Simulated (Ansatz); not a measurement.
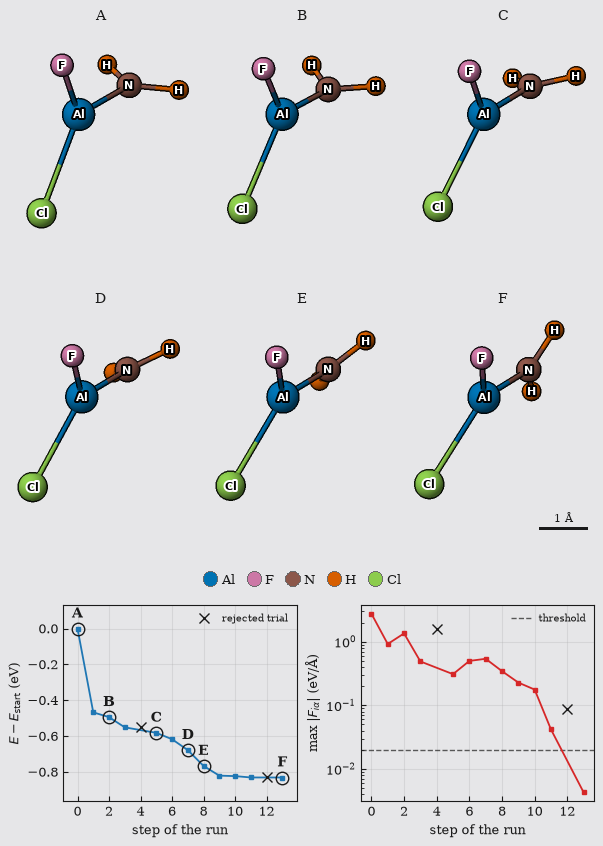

Frames of a relaxation of AlNH2ClF, marked on the history of the run. Style: ball-and-stick. Shown from a free direction.

The run prepares the start of a later molecular dynamics calculation, from a guessed geometry.

Method: RHF/6-31G in Ansatz.

Input
```yaml
crystal:
  periodic: [false, false, false]
  atoms:
    - { symbol: Al, position_ang: [0.0, 0.0, 0.0] }
    - { symbol: F, position_ang: [0.0, 0.0, 1.69] }
    - { symbol: "N", position_ang: [1.6627, 0.0, -0.96] }
    - { symbol: H, position_ang: [2.1293, -0.9179, -1.2118] }
    - { symbol: H, position_ang: [2.1141, 0.9179, -1.2382] }
    - { symbol: Cl, position_ang: [-1.9312, 0.0, -1.115] }
basis:
  gaussian: { orbitals: "6-31G" }
hamiltonian:
  xc: hf
relax:
  f_tol: 0.02
  max_steps: 40
```

Run as
```bash
ansatz run input.yaml --threads 1 --pin off --max-ram 2048MiB --backend cpu --events-out ev --progress --plain --runs-dir out
```

### What happens along the run?

After 11 accepted moves (13 points after the start) the energy has fallen by 0.831 eV. The largest force component goes from 2.8 to 0.0043 eV/Å. The line search rejected the trial steps at points 4, 12 of the run. The largest move after the best rigid fit is that of H4, 1.06 Å. By element the largest moves are H 1.06 Å, F 0.45 Å, Cl 0.45 Å, Al 0.09 Å, N 0.08 Å. Some distances before and after: Al1–N3 1.920 → 1.758 Å, N3–H4 1.060 → 0.997 Å, Al1–Cl6 2.230 → 2.173 Å, Al1–F2 1.690 → 1.681 Å. Among the angles between lasting bonds that change: H4–N3–H5 120.0° → 111.4°, Al1–N3–H4 120.0° → 124.2°, F2–Al1–Cl6 120.0° → 117.4°. Groups turn about Al1–N3 by about 90°. From step 0 to 2: H4 moves most (0.12 Å), energy −0.494 eV. From step 2 to 5: H5 moves most (0.29 Å), energy −0.088 eV. From step 5 to 7: H5 moves most (0.25 Å), energy −0.096 eV. From step 7 to 8: H atoms move most (0.20 Å), energy −0.088 eV. From step 8 to 13: H4 moves most (0.31 Å), energy −0.065 eV.

```tsv
step	E − E(0), eV	largest force component, eV/Å	note
0	0.0000	2.7562	
1	-0.4674	0.9199	
2	-0.4943	1.3505	
3	-0.5512	0.4897	
4	-0.5471	1.5684	rejected
5	-0.5818	0.3089	
6	-0.6174	0.4988	
7	-0.6783	0.5390	
8	-0.7664	0.3444	
9	-0.8207	0.2280	
10	-0.8233	0.1768	
11	-0.8309	0.0418	
12	-0.8308	0.0888	rejected
13	-0.8311	0.0043
```

Limits of the set-up: the basis has no polarisation functions, which atoms past neon need; Hartree-Fock leaves out electron correlation.
